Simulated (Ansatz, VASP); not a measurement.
# CdTe in two plane-wave programs, part 2 of 2

Aim: how closely do two programs agree when they are given the same cell, functional and k mesh? The cell is taken from a series of VASP runs on this material, whose earlier steps may have relaxed, scaled or displaced it; both programs get it as it stands. Valence electrons are named where the data sets of a main pair hold unlike numbers.

VASP 6.6.1 and Ansatz 0.2.0.

So far: Starting point; VASP: band structure, HSE06, spin-orbit coupling.

**3. Ansatz: band structure, HSE06, spin-orbit coupling**

Level of this step: Ansatz beside VASP: Kohn-Sham DFT, plane waves, HSE06, spin-orbit coupling (Ansatz).

Ansatz runs on its fully relativistic PAW (standard-fr) files.

The same cell, functional, mesh and smearing now go to Ansatz, which takes its cutoff from its data sets.

Input file input.yaml:

```yaml
crystal:
  lattice:
    - [0.0, 3.14, 3.14]
    - [3.14, 0.0, 3.14]
    - [3.14, 3.14, 0.0]
  atoms:
    - { symbol: Te, position: [0.75, 0.75, 0.75] }
    - { symbol: Cd, position: [0.0, 0.0, 0.0] }
hamiltonian:
  xc: { exchange: pbe, correlation: pbe, exx: { coeff: 0.25, omega: 0.2 } }
  pseudopotentials: { kind: paw_fr }
magnetization:
  noncollinear: true
  spin_orbit: true
kpoints:
  mp_grid: { grid: [4, 4, 4] }
  band_path:
    path:
      - [0.0, 0.0, 0.0]
      - [0.5, 0.0, 0.5]
      - [0.5, 0.22222, 0.72222]
      - [0.40278, 0.34722, 0.75]
      - [0.125, 0.125, 0.25]
      - [0.27778, 0.27778, 0.27778]
      - [0.55556, 0.38889, 0.55556]
      - [0.58333, 0.25, 0.66667]
      - [0.5, 0.30556, 0.69444]
      - [0.48611, 0.48611, 0.52778]
      - [0.625, 0.25, 0.625]
      - [0.5, 0.0, 0.5]
    npoints: 1
scf:
  occupations: { method: gaussian, width: 0.03 }
  n_extra_bands: 14
output:
  forces: true
  stress: true
  eigenvalues: true
```

The run is started by

```
ansatz run input.yaml --threads 4 --pin off --max-ram 9216MiB --backend cpu --events-out ev --progress --plain --runs-dir out
```

Numbers of over 12 decimals in the logs are rounded to 6 here.

What it wrote:

```text
Warning: output.stress: scf.convergence.dr2_threshold = 1e-7 eV (the SCF's general default) is looser than the 2e-10 eV advised for a printed stress (1e-10 eV for each atom of the cell: 2). What an SCF threshold leaves in a stress goes as its square root, and in the free energy as the threshold itself, and one threshold admits the most on a small cell: [figures from the program's tests cut] Set scf.convergence.dr2_threshold to 2e-10 eV or tighter. The threshold is an SCF's pass mark: one that does not reach it within its budget of iterations ends unconverged, or closes short of it on a stop that the run arms, and scf.convergence.dr2_threshold's page says what that costs each kind of run
Warning: output.stress: scf.exx.energy_threshold = 1e-6 eV is looser than the 2e-8 eV advised for a stress under a hybrid functional (1e-8 eV for each atom of the cell: 2). Every SCF of the exchange loop can meet its threshold on dr2 while the loop round them stops early: no threshold on dr2 bounds what that leaves in the stress. Set scf.exx.energy_threshold to 2e-8 eV or tighter. The threshold is the loop's pass mark: a loop that does not reach it within its budget of cycles ends unconverged, and scf.exx.energy_threshold's page has the law
scf.n_extra_bands = 14 over 36 filled bands (N_el = 36.0): the run solves 50 bands
Engine: ansatz 0.2.0, aarch64-unknown-linux-gnu
Pseudopotentials: kind: paw_fr
Pseudopotential: Te, paw_fr, valence charge 16, recommended cutoff 420 eV (normal), Te.paw.azcp#standard-fr
Pseudopotential: Cd, paw_fr, valence charge 20, recommended cutoff 420 eV (normal), Cd.paw.azcp#standard-fr
Functional definition: unnamed
  parameter a_1 = 0.25
  parameter omega_1 = 0.2/angstrom
  exchange = pbe_x + (-a_1)*pbe_x_sr(omega_1) + a_1*exact_x_sr(omega_1)
  correlation = pbe_c
non-collinear run that drives no moment, with spin-orbit: no starting moment large enough to seed its density (crystal.atoms[].spin), no starting occupations that ask for one, no magnetisation constraint and no magnetic field, so the semilocal B_xc is pinned to zero
Crystal: 2 atoms, lattice volume = 61.918 Å³
Basis set: ecut = 420 eV, 1243 PW (Γ), exchange–correlation on 60×60×60 points (8 copies of the dense FFT grid, shifted against one another)
Bands: 50, of which v1, the nominal top of the filled ones, is band 36 counted from 1 (35 counted from 0)
Symmetry: 24 space group operations + 24 with time reversal
Magnetic group: BNS 216.75 (UNI 1577), of the structure as read, at distance tolerance 4.0e-5 Å
k-points: 8 of 64 (time reversal used)
Projection manifold: j_resolved (fully-relativistic pseudo-atomic orbitals)
Non-local potential: Te, projectors of the file, l = 0: 2, l = 1: 4, l = 2: 4, l = 3: 4
Non-local potential: Cd, projectors of the file, l = 0: 3, l = 1: 4, l = 2: 4, l = 3: 2
PAW form: soft (Blöchl's): semilocal exchange-correlation on the pseudo side does not see the compensation charge
PAW frozen core: Te, regenerated for the run's functional, and the local potential with it (the file was generated under x = pbe(κ = 0.804, μ = 0.219515), c = pbe(β = 0.066725))
PAW frozen core: Cd, regenerated for the run's functional, and the local potential with it (the file was generated under x = pbe(κ = 0.804, μ = 0.219515), c = pbe(β = 0.066725))
PAW one-centre angular grid: Te, 590 points (default); XC on 96 Gauss nodes
PAW one-centre angular grid: Cd, 590 points (default); XC on 96 Gauss nodes
Initial density: superposition of atomic densities (chi_scale 0.1, normalization cell, long waves kept (reshape's long-wave potential 0.00 eV rms))
Initial wavefunctions: pseudopotential atomic-orbital guess
Functional: x = pbe(κ = 0.804, μ = 0.219515), c = pbe(β = 0.066725), warm-up for x = pbe(κ = 0.804, μ = 0.219515) + 0.25 (exact − pbe) at short range (hse, ω = 0.2 Å⁻¹), c = pbe(β = 0.066725)
iter 1 solved again at ethr=6.26e-4 eV; its pass at ethr=1.00e-1 eV (dr2=2.25e-1 eV) is discarded
SCF iter   1: F=—  HF=-15240.477334 eV  |F-HF|=—  |Δ(HF+E_count)|=         —  Δρ=2.31e-2  dr2=2.26e-1  dr2_m=0.00e0 (ungated)  ethr=6.26e-4  |M|=0.00e0 ∫|m|=0.00e0 μB  |m|>n=0.0e0 m-floor=0.0e0 τ_xc=0.0e0  β_m=0.30  ⟨swp⟩=6.9  Hψ=2521  notcnv=0
preconditioner: auto → none  [insulator: Δε(μ)=0.750 eV  Ē_g=14.060 eV  σ=0.030 eV  W_gap=1.00  n_scr=14 (ndim 8)  ℏωp=20.0 eV  f_vac=0.122  D(μ)=0.00/eV (n_scr^D=0)]
SCF iter   2: F=—  HF=-15240.443669 eV  |F-HF|=—  |Δ(HF+E_count)|=   3.37e-2  Δρ=1.38e-2  dr2=8.22e-2  dr2_m=0.00e0 (ungated)  ethr=6.26e-4  |M|=0.00e0 ∫|m|=0.00e0 μB  |m|>n=0.0e0 m-floor=0.0e0 τ_xc=0.0e0  β_m=0.49  ⟨swp⟩=2.0  Hψ=800  notcnv=0
iter 3 solved again at ethr=1.23e-5 eV; its pass at ethr=2.28e-4 eV (dr2=4.41e-3 eV) is discarded
SCF iter   3: F=—  HF=-15240.438191 eV  |F-HF|=—  |Δ(HF+E_count)|=   5.48e-3  Δρ=3.43e-3  dr2=4.22e-3  dr2_m=0.00e0 (ungated)  ethr=1.23e-5  |M|=0.00e0 ∫|m|=0.00e0 μB  |m|>n=0.0e0 m-floor=0.0e0 τ_xc=0.0e0  β_m=0.53  ⟨swp⟩=3.8  Hψ=1718  notcnv=0  defer=4
SCF iter   4: F=—  HF=-15240.438742 eV  |F-HF|=—  |Δ(HF+E_count)|=   5.51e-4  Δρ=6.44e-4  dr2=1.00e-4  dr2_m=0.00e0 (ungated)  ethr=1.17e-5  |M|=0.00e0 ∫|m|=0.00e0 μB  |m|>n=0.0e0 m-floor=0.0e0 τ_xc=0.0e0  β_m=0.66  ⟨swp⟩=2.8  Hψ=817  notcnv=0  defer=2
[...]
Frozen-core exchange: fock
SCF iter   1: F=—  HF=-15240.421284 eV  |F-HF|=—  |Δ(HF+E_count)|=         —  Δρ=5.67e-3  dr2=1.51e-2  dr2_m=0.00e0 (ungated)  ethr=2.58e-7  |M|=0.00e0 ∫|m|=0.00e0 μB  |m|>n=0.0e0 m-floor=0.0e0 τ_xc=0.0e0  β_m=0.30  ⟨swp⟩=8.2  Hψ=1974  notcnv=0
preconditioner: auto → none  [insulator: Δε(μ)=1.627 eV  Ē_g=15.857 eV  σ=0.030 eV  W_gap=1.00  n_scr=14 (ndim 8)  ℏωp=20.0 eV  f_vac=0.160  D(μ)=0.00/eV (n_scr^D=0)]
SCF iter   2: F=—  HF=-15240.417815 eV  |F-HF|=—  |Δ(HF+E_count)|=   3.47e-3  Δρ=2.77e-3  dr2=2.88e-3  dr2_m=0.00e0 (ungated)  ethr=2.58e-7  |M|=0.00e0 ∫|m|=0.00e0 μB  |m|>n=0.0e0 m-floor=0.0e0 τ_xc=0.0e0  β_m=0.48  ⟨swp⟩=4.0  Hψ=1169  notcnv=0
SCF iter   3: F=—  HF=-15240.423853 eV  |F-HF|=—  |Δ(HF+E_count)|=   6.04e-3  Δρ=1.23e-3  dr2=5.55e-4  dr2_m=0.00e0 (ungated)  ethr=2.58e-7  |M|=0.00e0 ∫|m|=0.00e0 μB  |m|>n=0.0e0 m-floor=0.0e0 τ_xc=0.0e0  β_m=0.48  ⟨swp⟩=4.0  Hψ=1273  notcnv=0
SCF iter   4: F=—  HF=-15240.423782 eV  |F-HF|=—  |Δ(HF+E_count)|=   7.09e-5  Δρ=3.01e-4  dr2=3.53e-5  dr2_m=0.00e0 (ungated)  ethr=2.58e-7  |M|=0.00e0 ∫|m|=0.00e0 μB  |m|>n=0.0e0 m-floor=0.0e0 τ_xc=0.0e0  β_m=0.63  ⟨swp⟩=3.0  Hψ=860  notcnv=0
SCF iter   5: F=-15240.423871 eV  HF=-15240.423871 eV  |F-HF|=6.19e-7  |Δ(HF+E_count)|=   8.94e-5  Δρ=5.66e-5  dr2=2.00e-6  dr2_m=0.00e0 (ungated)  ethr=7.25e-8  |M|=0.00e0 ∫|m|=0.00e0 μB  |m|>n=0.0e0 m-floor=0.0e0 τ_xc=0.0e0  ⟨swp⟩=4.0  Hψ=817  notcnv=0
SCF 2 stopped early in 5 iterations: F = -15240.423871 eV  dr2 = 2.00e-6
hybrid outer 1: dexx = +7.402e-3 eV, tail = 7.04e-5 eV
Projection manifold: j_resolved (fully-relativistic pseudo-atomic orbitals)
Exchange kernel: α = 0.2500, screened, ω = 0.2000 Å⁻¹, Wigner–Seitz truncation, v(0) = 1117.7293 eV·Å³, q-mesh 4×4×4, nearest image of the exchange supercell L = 17.76 Å, pair-density grid 18×18×18, without the augmentation charges, whose exchange is taken in its separable form by FFT convolution over the k-point mesh (sized by the pseudopotential files, 25×25×25 at the most), smooth part of the exact exchange by density-matrix convolution
Frozen-core exchange: fock
SCF iter   1: F=—  HF=-15240.424029 eV  |F-HF|=—  |Δ(HF+E_count)|=         —  Δρ=3.54e-5  dr2=5.93e-7  dr2_m=0.00e0 (ungated)  ethr=9.78e-7  |M|=0.00e0 ∫|m|=0.00e0 μB  |m|>n=0.0e0 m-floor=0.0e0 τ_xc=0.0e0  β_m=0.30  ⟨swp⟩=5.4  Hψ=965  notcnv=0
preconditioner: auto → none  [insulator: Δε(μ)=1.692 eV  Ē_g=15.794 eV  σ=0.030 eV  W_gap=1.00  n_scr=14 (ndim 8)  ℏωp=20.0 eV  f_vac=0.160  D(μ)=0.00/eV (n_scr^D=0)]
SCF iter   2: F=—  HF=-15240.424029 eV  |F-HF|=—  |Δ(HF+E_count)|=   5.15e-8  Δρ=1.86e-5  dr2=1.26e-7  dr2_m=0.00e0 (ungated)  ethr=1.57e-9  |M|=0.00e0 ∫|m|=0.00e0 μB  |m|>n=0.0e0 m-floor=0.0e0 τ_xc=0.0e0  β_m=0.65  ⟨swp⟩=4.0  Hψ=1044  notcnv=0
SCF iter   3: F=—  HF=-15240.424029 eV  |F-HF|=—  |Δ(HF+E_count)|=   2.13e-8  Δρ=4.26e-6  dr2=2.23e-8  dr2_m=0.00e0 (ungated)  ethr=2.75e-10  |M|=0.00e0 ∫|m|=0.00e0 μB  |m|>n=0.0e0 m-floor=0.0e0 τ_xc=0.0e0  β_m=0.73  ⟨swp⟩=3.1  Hψ=786  notcnv=0  defer=3
SCF iter   4: F=-15240.424029 eV  HF=-15240.424029 eV  |F-HF|=4.05e-9  |Δ(HF+E_count)|=   1.44e-7  Δρ=2.55e-6  dr2=4.42e-9  dr2_m=0.00e0 (ungated)  ethr=1.12e-11  |M|=0.00e0 ∫|m|=0.00e0 μB  |m|>n=0.0e0 m-floor=0.0e0 τ_xc=0.0e0  ⟨swp⟩=4.8  Hψ=1335  notcnv=0  defer=2
SCF 3 converged in 4 iterations: F = -15240.424029 eV  dr2 = 4.42e-9
  Residual-converged pass: ⟨swp⟩=2.0  Hψ=492  notcnv=0  max |occ|·‖R‖ = 2.2e-6 eV (tolerance 2.4e-6 eV)  dr2=4.42e-9  dr2_m=0.00e0 (ungated)  dr2_onsite=1.08e-9  max |Δocc| = 0.0e0
hybrid outer 2: dexx = +3.079e-7 eV, tail = 3.28e-8 eV, Δε = 2.90e-3 eV (about 1.11e-4 eV left of the loop's levels)
NSCF: frozen V_eff on 12 k-points
hybrid SCF converged: 2 outer / 9 inner (+5 warm-up), last move |dexx| = 3.08e-7 eV, tail = 3.28e-8 eV
Magnetization: |M| = 0.0000 μB,  M = (+0.0000, +0.0000, +0.0000) μB
Absolute magnetization: 0.0000 μB (∫|m|)
  site 0: m = (+0.0000, +0.0000, +0.0000) μB, |m| = 0.0000 μB  (R = 1.12 Å)
  site 1: m = (+0.0000, +0.0000, +0.0000) μB, |m| = 0.0000 μB  (R = 1.12 Å)
Free energy (F): -15240.424029 eV
Frozen-core exchange: fock
Harris-Foulkes:  -15240.424029 eV  (|F-HF|=4.05e-9)
Internal energy: -15240.424029 eV  (E = F + TS)
E sigma→0 (E₀):  -15240.424029 eV
Fermi energy:    9.544445 eV
--- Per-component energies (eV) ---
  E_band       = -839.301360
  E_kinetic    = 689.274623
  E_local      = -5213.328455  (includes V_loc(G=0)·N_el)
  E_nonlocal   = -278.727264
  E_hartree    = 2653.852637
  E_xc         = -242.087623
  E_vxc        = -260.564042  (∫ρ·V_xc dr)
  E_exx        = -134.293704  (= α·E_x^exact, valence–valence)
  E_paw        = -8677.736400  (= ΣΔE_a)
  E_vpaw       = -815.073620  (= ΣTr[D̂ρ^β])
  E_aug_tail   = -0.000161  (compensation charges beyond the density's cutoff)
  E_ewald      = -4036.611048
  E_core_change = -0.766634  (= ΣΔE_core)
  E_smearing   = -0.000000  (= −TS)
  E_closure    = -0.000000  (closes the sum)
  Σ components = -15240.424029   (vs F -15240.424029, Δ=1.82e-12)
--- Forces (eV/Å), atoms counted from 1 ---
  atom   1  Te     0.00000000    -0.00000000     0.00000000
  atom   2  Cd    -0.00000000     0.00000000     0.00000000
  max |Σ_I F_I| component: 1.34e-16 eV/Å
--- Stress (GPa, compression-positive) ---
        7.361415      -0.000000      -0.000000
        0.000000       7.361415       0.000000
        0.000000       0.000000       7.361415
  P = ⅓ Tr σ = 7.3614 GPa (73.614 kbar)
--- Band table (eV; the first three rows and the last of 8) ---
  k-point 0: bands = [... 32 lower, 8.6985, 8.6985, 8.6985, 8.6985, 10.3900, 10.3900, 13.5517, 13.5517, ... 10 higher]
  k-point 1: bands = [... 32 lower, 7.5428, 7.5428, 8.1205, 8.1436, 11.4303, 11.4303, 14.3287, 14.3287, ... 10 higher]
  k-point 2: bands = [... 32 lower, 7.0922, 7.0922, 7.6817, 7.6817, 11.1731, 11.1731, 14.3459, 14.3459, ... 10 higher]
  k-point 7: bands = [... 32 lower, 5.1304, 5.6268, 5.6517, 5.6604, 13.6328, 13.7996, 13.9982, 14.1771, ... 10 higher]
```

The job ended after 1.8 min (4 threads of Arm Neoverse V2, shared host; peak memory 1.4 GiB; 6.4 min of CPU time).

In the SCF lines HF is the Harris–Foulkes energy and dr2 the Hartree energy of the density residual, in eV; the loop may stop once dr2 is under the threshold and the program's other checks hold. Hψ counts applications of the Hamiltonian.

**4. Side by side**

Known differences besides the potentials themselves: spin-orbit coupling enters by fully relativistic files in Ansatz and inside the spheres in VASP; exact exchange at q = 0 is treated differently, which shows on coarse meshes; VASP keeps PBE cores, Ansatz makes them for the functional; the data sets hold 36 valence electrons in Ansatz (on its fully relativistic PAW (standard-fr) files) and 18 in VASP; the cutoff is 420 eV in Ansatz and 350 eV in VASP; VASP takes a coarser grid for exact exchange (PRECFOCK = Fast). Total energies have different zeros and are not compared.

Compared:

```
                     quantity  Ansatz   VASP  difference
gap over the path points (eV)   1.692  1.604      +0.087
```

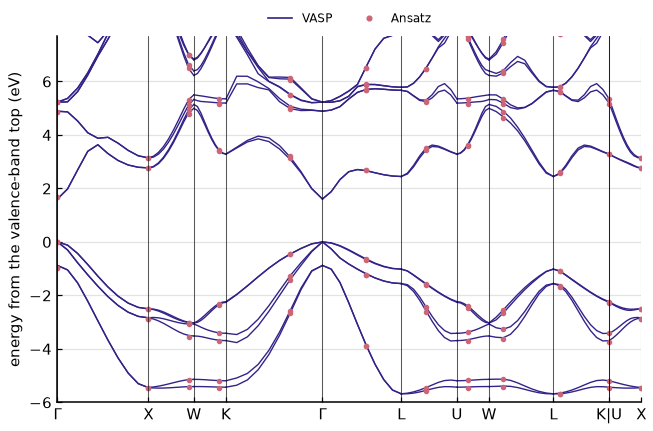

Bands from VASP (lines) and levels from Ansatz (dots). Dots without a line are higher empty bands that the VASP plot leaves out.

Levels at points of the path, from each program's valence-band top (eV; 7 filled, then empty):

```
k (reciprocal lattice)                                                                     Ansatz                                                                       VASP
     0.000 0.000 0.000        -9.78 -0.96 -0.96 0.00 0.00 0.00 0.00 1.69 1.69 4.85 4.85 5.22 5.22        -9.71 -0.88 -0.88 0.00 0.00 0.00 0.00 1.60 1.60 4.89 4.89 5.23 5.23
     0.500 0.000 0.500  -9.08 -5.46 -5.46 -2.87 -2.87 -2.51 -2.51 2.77 2.77 3.12 3.12 10.02 10.02  -9.02 -5.45 -5.45 -2.84 -2.84 -2.50 -2.50 2.77 2.77 3.14 3.14 10.13 10.13
     0.500 0.222 0.722    -8.90 -5.44 -5.15 -3.55 -3.08 -3.02 -3.02 4.79 4.92 5.11 5.31 6.49 6.63    -8.85 -5.41 -5.15 -3.50 -3.07 -3.02 -3.01 4.84 4.95 5.13 5.33 6.47 6.61
     0.403 0.347 0.750    -8.95 -5.46 -5.19 -3.71 -3.40 -2.37 -2.32 3.41 3.44 5.16 5.34 7.89 7.96    -8.89 -5.43 -5.19 -3.67 -3.40 -2.35 -2.31 3.42 3.45 5.20 5.36 7.90 7.97
     0.125 0.125 0.250    -9.72 -2.67 -2.57 -1.44 -1.28 -0.46 -0.46 3.12 3.22 4.96 5.05 5.49 5.50    -9.65 -2.66 -2.56 -1.40 -1.26 -0.45 -0.45 3.08 3.17 4.99 5.07 5.50 5.52
     0.278 0.278 0.278    -9.69 -3.88 -3.88 -1.24 -1.24 -0.66 -0.64 2.70 2.70 5.67 5.67 5.88 5.89    -9.62 -3.87 -3.87 -1.20 -1.20 -0.66 -0.64 2.67 2.67 5.70 5.70 5.88 5.89
     0.556 0.389 0.556    -9.14 -5.57 -5.46 -2.61 -2.44 -1.59 -1.57 3.45 3.52 5.22 5.28 6.48 6.49    -9.08 -5.55 -5.45 -2.58 -2.43 -1.58 -1.56 3.44 3.51 5.25 5.30 6.49 6.50
     0.583 0.250 0.667    -8.94 -5.45 -5.18 -3.69 -3.38 -2.47 -2.40 3.59 3.63 5.17 5.35 7.59 7.67    -8.89 -5.42 -5.18 -3.66 -3.37 -2.45 -2.39 3.60 3.64 5.21 5.38 7.60 7.68
     0.500 0.306 0.694    -8.95 -5.42 -5.13 -3.62 -3.27 -2.67 -2.55 4.63 4.87 5.17 5.33 6.30 6.40    -8.89 -5.39 -5.13 -3.58 -3.26 -2.65 -2.54 4.68 4.89 5.19 5.34 6.32 6.41
     0.486 0.486 0.528    -9.25 -5.69 -5.67 -1.69 -1.64 -1.09 -1.08 2.56 2.60 5.60 5.61 5.79 5.79    -9.19 -5.68 -5.66 -1.64 -1.60 -1.09 -1.08 2.54 2.57 5.62 5.63 5.80 5.80
```

Among the levels compared at these points, filled levels agree within 80 meV and empty ones within 107 meV.

**5. Outcome**

```yaml
largest_difference_of_a_filled_level_at_the_path_points_band_structure_hse06_spin_orbit_coupling: 80 meV
difference_in_gap_over_the_path_points_band_structure_hse06_spin_orbit_coupling: 0.087 eV
```

In words: The difference in gap over the path points is 0.087 eV (band structure, HSE06, spin-orbit coupling), beyond the 0.08 eV picked in this series as the mark of a large difference. The data sets hold unlike numbers of valence electrons (36 in Ansatz and 18 in VASP), so part of the differences comes from the potentials. How closely two codes agree says nothing of how well the functional describes the real material.

[Lines on the potential files, build, host, timing and source positions are cut from VASP's logs without a mark.]

[Logs are printed without paths, hosts, clocks, repeated set-up lines and the standing remarks that a program may print on its own settings, such as how far it seeks lower states.]

[Hosts, paths, dates, database ids (printed as entryN), source tags and the programs' standing remarks are cut or masked in the printed files.]
